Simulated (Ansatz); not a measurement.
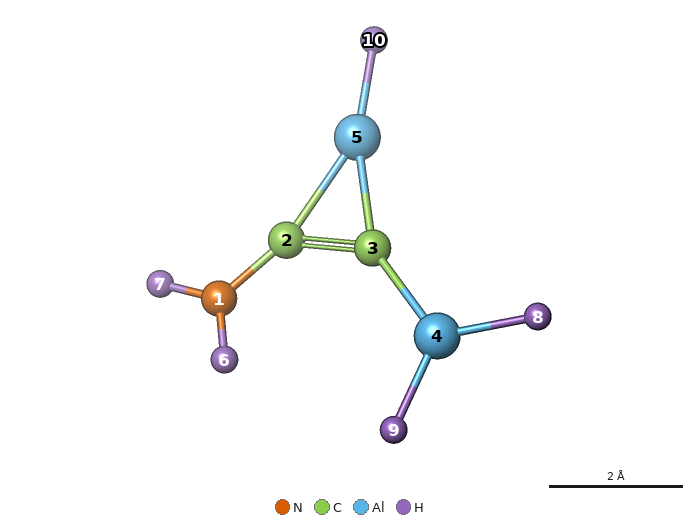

Orthographic view. Depth is shown by fading: the farther an atom, the more it takes the colour of the background. Computed geometry: PBE-D4/def2-SVP optimisation. No frequency run is at hand to confirm it as a minimum.

Write a Z-matrix (Å, degrees) in the order of the atom numbers, with these reference atoms: 2 to 1; 3 to 2, 1; 4 to 3, 2, 1; 5 to 3, 2, 1; 6 to 1, 2, 3; 7 to 1, 6, 2; 8 to 4, 3, 2; 9 to 4, 8, 3; 10 to 5, 3, 2.

```
N  
C    1   1.343
C    2   1.421   1   129.7
Al   3   1.926   2   136.8   1    -0.7
Al   3   1.882   2    68.5   1   179.9
H    1   1.026   2   121.4   3     0.3
H    1   1.019   6   117.3   2  -179.6
H    4   1.604   3   119.9   2   179.2
H    4   1.615   8   117.9   3  -179.8
H    5   1.586   3   162.9   2   180.0
```
